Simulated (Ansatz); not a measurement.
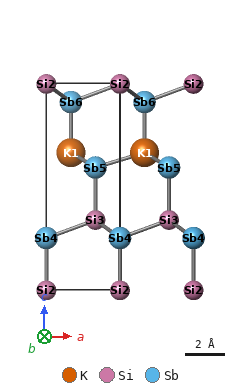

A crystal of KSi2Sb3 (built on the MnCd2Te3-156 type type), before the relaxation. A ball-and-stick model of the cell of the calculation, repeated 2 × 1 × 1 with one cell outlined, seen along the b axis.

The calculation used DFT, PBEsol, plane waves, PAW (Ansatz).

Input file:
```yaml
crystal:
  lattice:
    - [4.37954158, 0.0, 0.0]
    - [-2.18977079, 3.79279426, 0.0]
    - [0.0, 0.0, 10.64330511]
  atoms:
    - { symbol: K, position: [0.33333333, 0.66666667, 0.66410858] }
    - { symbol: Si, position: [0.0, 0.0, 0.99686164] }
    - { symbol: Si, position: [0.66666667, 0.33333333, 0.33764196] }
    - { symbol: Sb, position: [0.0, 0.0, 0.25037032] }
    - { symbol: Sb, position: [0.66666667, 0.33333333, 0.59208768] }
    - { symbol: Sb, position: [0.33333333, 0.66666667, 0.90892982] }
kpoints:
  mp_grid: { grid: [6, 6, 2] }
hamiltonian:
  xc: pbesol
scf:
  occupations: { method: fermi_dirac, width: 0.03 }
relax:
  f_tol: 0.01
  cell: {}
  max_steps: 120
```

Run as
```bash
ansatz run input.yaml --threads 2 --pin off --max-ram 2211MiB --backend cpu --events-out ev --progress --plain --runs-dir out
```

**Predict the outcome.**

Sb5 moves most relative to the cell: 1.12 Å along −c. By element the largest moves are Sb 1.12 Å, Si 0.54 Å, K 0.34 Å. Cell: a = b 4.380 → 4.151 Å (−5.2 %), c 10.643 → 13.120 Å (+23.3 %). Volume +10.7 %. Among the contacts that change: K1–Sb6 2.606 → 3.502 Å, K1–Sb5 2.642 → 3.396 Å, Si3–Sb5 2.708 → 2.460 Å, Si3–Sb4 2.694 → 2.618 Å. Among the angles between lasting bonds that change: K1–Sb5–K1 111.9° → 75.3°, Sb5–K1–Sb5 111.9° → 75.3°, Sb5–K1–Sb6 106.9° → 135.1°. The space group stays P3m1 (No. 156). After 12 accepted moves (14 points after the start) the energy has fallen by 679 meV per atom. The largest force component goes from 3.7 to 0.0087 eV/Å. Pressure: 6.73 GPa at the start and 0.00 GPa at the end. The SCF was repeated twice at an unchanged geometry on a basis and grid sized afresh for the cell, which shifted the energy by 7.4 meV per atom at most.

History of the run:

| step | E − E(0), meV/atom | largest force component, eV/Å | pressure, GPa | volume, Å³/atom | note |
| --- | --- | --- | --- | --- | --- |
| 0 | 0.00 | 3.6855 | 6.73 | 29.465 |  |
| 1 | -232.87 | 2.8927 | 4.49 | 30.566 |  |
| 2 | -368.01 | 1.2577 | 3.64 | 31.378 |  |
| 3 | -505.36 | 1.4930 | 2.16 | 32.272 |  |
| 4 | -618.58 | 0.4783 | 0.53 | 32.975 |  |
| 5 | -652.54 | 0.4715 | 0.25 | 33.051 |  |
| 6 | -665.16 | 0.4235 | -0.76 | 33.187 |  |
| 7 | -668.28 | 0.0824 | -0.47 | 32.895 |  |
| 8 | -669.49 | 0.0613 | -0.03 | 32.395 |  |
| 9 | -669.58 | 0.0071 | -0.02 | 32.347 |  |
| 10 | -676.96 | 0.0138 | 0.35 | 32.347 | same geometry, new basis |
| 11 | -678.81 | 0.0807 | 0.13 | 32.531 |  |
| 12 | -679.32 | 0.0534 | -0.01 | 32.632 |  |
| 13 | -679.35 | 0.0087 | 0.00 | 32.627 |  |
| 14 | -679.40 | 0.0087 | 0.00 | 32.627 | same geometry, new basis |

The structure at the end:

```
K Si Sb
1.0
     4.15074    0.00000    0.00000
    -2.07537    3.59464    0.00000
     0.00000    0.00000   13.12038
K Si Sb
1 2 3
Direct
  0.33333 0.66667 0.69012
  0.00000 0.00000 0.03821
  0.66667 0.33333 0.31917
  0.00000 0.00000 0.23882
  0.66667 0.33333 0.50667
  0.33333 0.66667 0.95701
```

The end point in the same view:

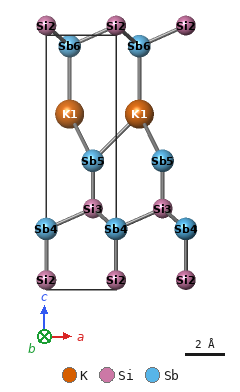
